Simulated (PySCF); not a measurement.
System: H3B, singlet: map of symmetric stretch and umbrella angle. Scanned: B-H bond length and angle between the B-H bonds and the threefold axis (90 = planar).

Computed with CCSD on RHF/cc-pVDZ, 1 core orbital frozen in PySCF.

Energy in eV above the lowest grid point; x is the B-H bond length (Å), y the angle between the B-H bonds and the threefold axis (90 = planar) (°).

```
y \ x   1.05   1.10   1.16   1.21   1.27   1.32   1.38   1.43   1.49
-----  -----  -----  -----  -----  -----  -----  -----  -----  -----
130    5.813  5.035  4.488  4.283  4.265  4.396  4.682  5.000  5.447
126    4.919  4.158  3.632  3.447  3.454  3.608  3.923  4.267  4.746
122    4.128  3.381  2.876  2.709  2.740  2.915  3.258  3.624  4.134
118    3.435  2.702  2.215  2.065  2.119  2.313  2.680  3.068  3.604
114    2.836  2.116  1.647  1.512  1.585  1.797  2.185  2.592  3.151
110    2.332  1.623  1.169  1.047  1.137  1.364  1.771  2.194  2.772
106    1.920  1.221  0.779  0.669  0.773  1.012  1.434  1.870  2.465
102    1.600  0.909  0.477  0.376  0.491  0.739  1.174  1.620  2.227
98     1.372  0.686  0.262  0.167  0.290  0.545  0.988  1.442  2.058
94     1.235  0.553  0.133  0.042  0.170  0.429  0.877  1.335  1.957
90     1.189  0.509  0.090  0.000  0.129  0.390  0.840  1.299  1.923
```

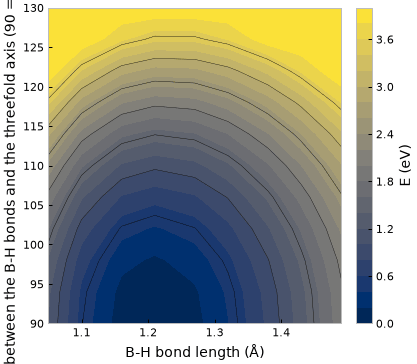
Figure. Energy surface, cut off at 4 eV.

Points that lie below all their neighbours on the grid: x = 1.21, y = 90 on the edge of the grid (0.000 eV).
